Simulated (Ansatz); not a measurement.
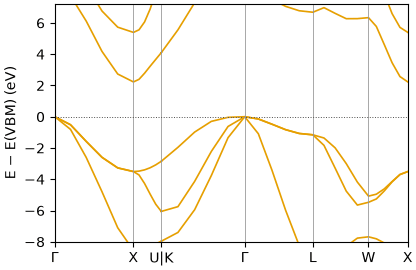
Figure. Band structure from plane-wave PAW HSE06 (Ansatz code)

Read off the gap and where the band edges lie.

About 2.2 eV (2.22 eV among the points solved); maximum at Γ, minimum at X.

The material is SiC (zinc blende, F-43m).

The cell was relaxed with HSE06 under the symmetry of its start. The hybrid was solved on a coarse mesh, the path and, where they were found, the r²SCAN edge points; its band edges are the extreme levels among these.

Potentials: the earlier of the program's two PAW sets.
